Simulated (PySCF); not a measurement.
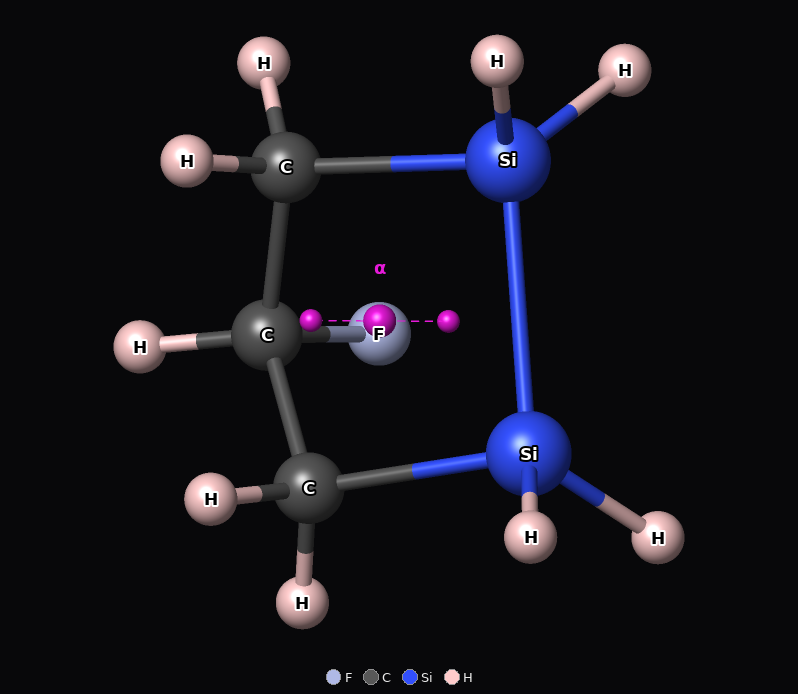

The small points mark where nucleus-independent chemical shifts (NICS) were computed: at the centre of each lettered ring and 1 Å above and below it. The geometry was computed by an optimisation with GFN2-xTB. No frequency run is at hand to confirm it as a minimum. Properties computed with GIAO PBE0/pcSseg-1 NMR shielding, non-relativistic, gas phase (PySCF 2.14.0).

Give NICS(0), NICS(1) and the out-of-plane component NICS(1)zz for each ring (means of the two sides).

```tsv
ring	members	NICS(0)	NICS(1)	NICS(1)zz
α	C3Si2	−3.7	−4.0	−3.1
```

Values in ppm.

**What do the values say about the ring currents?**

Ring α: weak, as in a non-aromatic ring. NICS is one index among several.

The geometry is semi-empirical. Around Si such bond lengths and angles can be off by a tenth of an ångström or more and by several degrees, and values that hang on the shape move with them.
